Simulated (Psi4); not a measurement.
**SiSe (SMILES [Si][Se]): U-wB97M-V/heavy-aug-cc-pVTZ (density fitting)**

Aim: the vertical singlet–triplet gap of SiSe at U-wB97M-V/heavy-aug-cc-pVTZ (density fitting), from 2 runs. Input form: a Python script.

The calculation is run with Psi4 1.11.

8 further runs of the same task are left out: 6 that didn't finish, 2 set aside as unsound or not needed.

## (1) The molecule

The species is SiSe (2 atoms), meant as a singlet with charge 0. SMILES: `[Si][Se]`. The shape comes from GFN2-xTB, which is rough for such elements, and wasn't checked as a minimum.

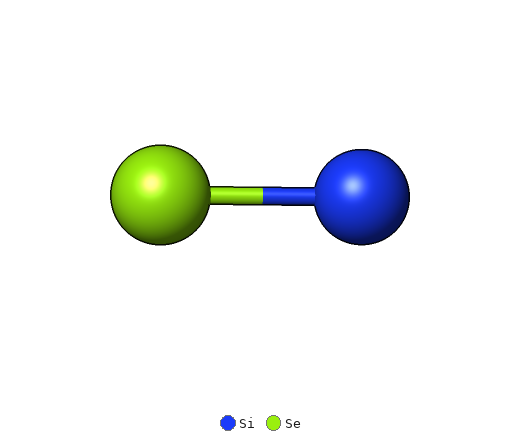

The structure, seen from a chosen angle (silicon blue, selenium green).

## (2) The energy at U-wB97M-V/heavy-aug-cc-pVTZ (density fitting)

Contents of calc.py:

```python
import psi4

psi4.set_memory(1600000000)
psi4.set_num_threads(1)
psi4.set_output_file('run.log', False)

m = psi4.geometry("""
0 1
Si     0.000000     0.000000     0.000000
Se     0.000000     0.000000     2.124530
""")

psi4.set_options({
    'basis': 'heavy-aug-cc-pVTZ',
    'reference': 'uks',
    'scf_type': 'df',
})

e_tot = psi4.energy('wb97m-v', molecule=m)
print(f'total energy {e_tot:.8f} hartree = {e_tot * 27.211386:.5f} eV')
```

Launch:

```console
$ python calc.py
```

run.log:

```text
[...]
  Running in c2v symmetry.
[...]
  Nuclear repulsion =  118.561918296715035
[...]
  Multiplicity = 1
[...]
  Nalpha       = 24
  Nbeta        = 24
[...]
    Number of basis functions: 109
[...]
   @DF-UKS iter   1: -2690.23973699440921   -2.29553e+00   2.85397e-02 DIIS/ADIIS
[...]
   @DF-UKS iter   9: -2690.96254388589159   -7.95922e-08   6.75650e-07 DIIS
[...]
   @S^2 Observed:                0.000000000E+00
[...]
    Orbital Energies [Eh]
    ---------------------
    Alpha Occupied:
       1A1  -454.517942     2A1   -66.485033     3A1   -58.369823
       1B2   -52.296437     1B1   -52.296437     4A1   -52.295965
       5A1    -7.997894     2B2    -5.896370     2B1    -5.896370
       6A1    -5.895453     7A1    -5.500664     3B2    -3.815680
       3B1    -3.815680     8A1    -3.810096     9A1    -2.218293
       1A2    -2.218241    10A1    -2.218222     4B2    -2.217716
       4B1    -2.217716    11A1    -0.797244    12A1    -0.540859
      13A1    -0.360761     5B1    -0.354409     5B2    -0.354409
    Alpha Virtual:
       6B2    -0.027818     6B1    -0.027818    14A1     0.023770
[...]
  @DF-UKS Final Energy: -2690.96254388589159
   => Energetics <=
    Nuclear Repulsion Energy =            118.5619182967150351
    One-Electron Energy =               -3981.3930376474663717
    Two-Electron Energy =                1257.2638886820550397
    DFT Exchange-Correlation Energy =     -85.5963710349330000
    Empirical Dispersion Energy =           0.0000000000000000
    VV10 Nonlocal Energy =                  0.2010578177372192
    Total Energy =                      -2690.9625438858915913
[...]
 Multipole Moments:
 ------------------------------------------------------------------------------------
     Multipole            Electronic (a.u.)      Nuclear  (a.u.)        Total (a.u.)
 ------------------------------------------------------------------------------------
 L = 1.  Multiply by 2.5417464519 to convert [e a0] to [Debye]
 Dipole X            :          0.0000000            0.0000000            0.0000000
 Dipole Y            :          0.0000000            0.0000000            0.0000000
 Dipole Z            :          5.4412598           -6.2370844           -0.7958246
 Magnitude           :                                                    0.7958246
[...]
```

Standard output:

```text
total energy -2690.96254389 hartree = -73224.82049 eV
```

Run time: 11 s. Hardware: 1 thread of AMD EPYC 9R45 (Zen 5), shared host; peak memory 1 GiB.

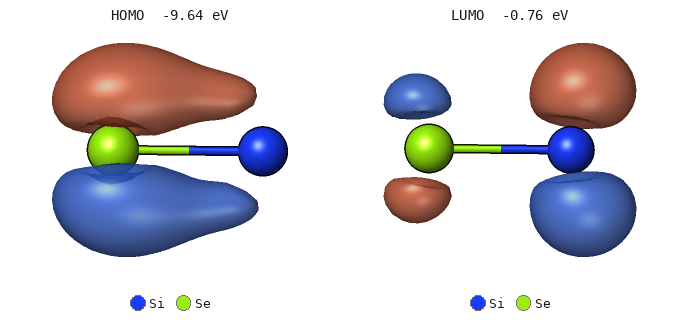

Frontier orbitals of this run (spin up), surfaces at ±0.2 Å^-3/2.

## (3) The triplet, same level

Contents of job.py:

```python
import psi4

psi4.set_memory(1600000000)
psi4.set_num_threads(1)
psi4.core.set_output_file('run.log', False)

molecule = psi4.geometry("""
0 3
Si     0.000000     0.000000     0.000000
Se     0.000000     0.000000     2.124530
""")

psi4.set_options({
    'reference': 'uks',
    'scf_type': 'df',
})

e, wfn = psi4.energy('wb97m-v/heavy-aug-cc-pVTZ', molecule=molecule, return_wfn=True)
print(f'total energy {e:.8f} hartree = {e * 27.211386:.5f} eV')
```

Launch:

```console
$ python job.py
```

run.log:

```text
[...]
  Running in c2v symmetry.
[...]
  Nuclear repulsion =  118.561918296715035
[...]
  Multiplicity = 3
[...]
  Nalpha       = 25
  Nbeta        = 23
[...]
    Number of basis functions: 109
[...]
   @DF-UKS iter   1: -2690.11333188094977   -2.16912e+00   2.83611e-02 ADIIS/DIIS
[...]
   @DF-UKS iter  12: -2690.84695457376074   -1.29953e-07   8.94930e-07 DIIS
[...]
   @S^2 Observed:                2.010300724E+00
[...]
    Orbital Energies [Eh]
    ---------------------
    Alpha Occupied:
       1A1  -454.539618     2A1   -66.494266     3A1   -58.390654
       4A1   -52.320016     1B2   -52.316797     1B1   -52.316124
       5A1    -8.019439     6A1    -5.925916     2B2    -5.915504
       2B1    -5.912056     7A1    -5.510745     8A1    -3.826711
       3B2    -3.825745     3B1    -3.824151     9A1    -2.247199
       4B2    -2.244309     4B1    -2.241560     1A2    -2.233434
      10A1    -2.233230    11A1    -0.824900    12A1    -0.576724
      13A1    -0.401628     5B1    -0.384034     5B2    -0.370831
       6B1    -0.245476
    Alpha Virtual:
[...]
  @DF-UKS Final Energy: -2690.84695457376074
   => Energetics <=
    Nuclear Repulsion Energy =            118.5619182967150351
    One-Electron Energy =               -3980.5142473778150816
    Two-Electron Energy =                1256.4923316258923478
    DFT Exchange-Correlation Energy =     -85.5879936116972289
    Empirical Dispersion Energy =           0.0000000000000000
    VV10 Nonlocal Energy =                  0.2010364931439915
    Total Energy =                      -2690.8469545737607405
[...]
 Multipole Moments:
 ------------------------------------------------------------------------------------
     Multipole            Electronic (a.u.)      Nuclear  (a.u.)        Total (a.u.)
 ------------------------------------------------------------------------------------
 L = 1.  Multiply by 2.5417464519 to convert [e a0] to [Debye]
 Dipole X            :          0.0000000            0.0000000            0.0000000
 Dipole Y            :          0.0000000            0.0000000            0.0000000
 Dipole Z            :          5.6059725           -6.2370844           -0.6311119
 Magnitude           :                                                    0.6311119
[...]
```

On the terminal:

```text
total energy -2690.84695457 hartree = -73221.67515 eV
```

Wall time 14 s (1 thread of AMD EPYC 9R45 (Zen 5), shared host); peak memory 1 GiB.

## (4) What came out

Level: U-wB97M-V/heavy-aug-cc-pVTZ (density fitting).

```
                                        quantity           value
                           singlet: total energy  -2690.96254 Eh
                          singlet: dipole moment          2.02 D
                            singlet: HOMO energy        -9.64 eV
                            singlet: LUMO energy        -0.76 eV
                          singlet: HOMO–LUMO gap         8.89 eV
                           triplet: total energy  -2690.84695 Eh
                          triplet: dipole moment          1.60 D
     triplet: HOMO energy (highest over α and β)        -6.68 eV
      triplet: LUMO energy (lowest over α and β)        -3.77 eV
                                   triplet: ⟨S²⟩           2.010
vertical energy of the triplet above the singlet        3.145 eV
```

In words: At this shape the triplet lies 3.15 eV (73 kcal/mol) above the singlet.
